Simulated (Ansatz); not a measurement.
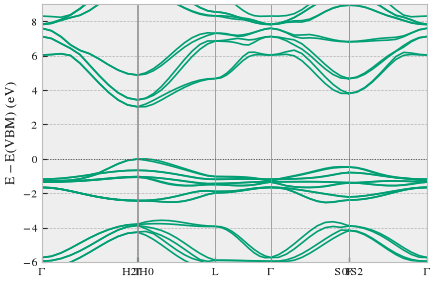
*Band structure from r²SCAN with spin–orbit coupling (plane waves, PAW; program Ansatz)*

The gap is 3.01 eV; an edge lies off the plotted path or next to a special point (maximum on the H0–L line, 7 % of the way from H0, minimum off the standard path).

The material is RbIO₃ in space group R3m (No. 160; Rb on 3a, I on 3a, O on 9b).

The first step of the workflow began from a Materials Project structure, measured or hypothetical; the Crystallography Open Database copy checked does not list it. Whether it is the stable phase at ambient conditions was not checked. Symmetry was held in the r²SCAN relaxation; whether a distortion lowers the energy is not shown.

Potentials: the later of the program's two PAW sets.
